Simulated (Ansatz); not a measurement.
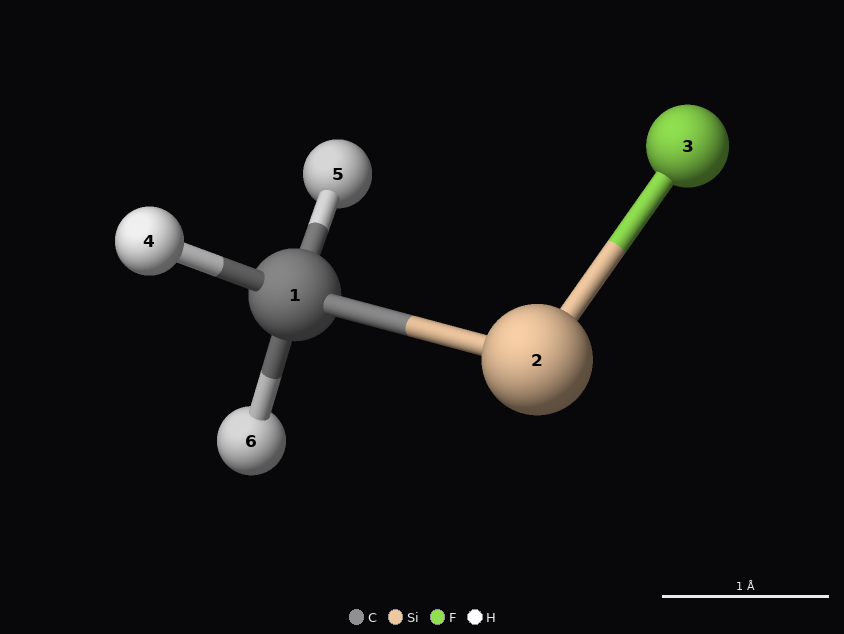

(Drawn from a calculation with Ansatz.)

Atoms carry their numbers in the input. Geometry: moved along internal coordinates away from the minimum.

Which atoms are bonded, and how long are the bonds?

```tsv
bond	length (Å)	order
C1–Si2	1.886	single
C1–H4	1.092	single
C1–H5	1.021	single
C1–H6	1.097	single
Si2–F3	1.620	single
```
